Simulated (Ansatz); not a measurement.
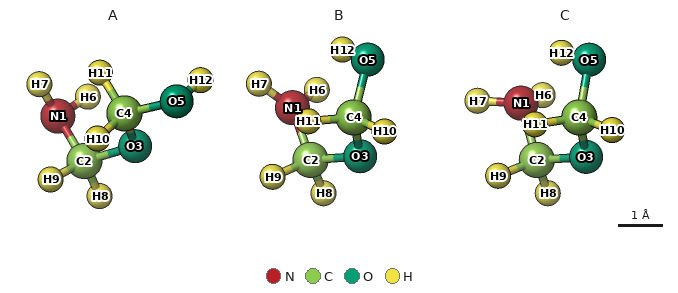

3 geometries from a converged minimum-energy path of C2H7NO2, shuffled. A ball-and-stick model, seen from a free direction.

These are results of RKS revPBE/def2-SVP (Ansatz 0.2.0), not measurements. Set-up: 5 movable images; climbing image; force threshold 0.05 eV/Å; iteration limit 60; starting path through a guess of the saddle point.

Question: One of them is the converged climbing image. Which?

Answer: B. In order along the path, whose images run from 0 to 6: C (image 1, +0.24 kcal/mol), B (image 3, +4.25 kcal/mol), A (image 6, +3.34 kcal/mol). The motion is an umbrella inversion at N1. No bond forms or breaks between the ends. Bond angles that change up to the highest image, for instance: H6–N1–H7 107.1° → 117.2°, C2–N1–H6 110.5° → 120.7°.
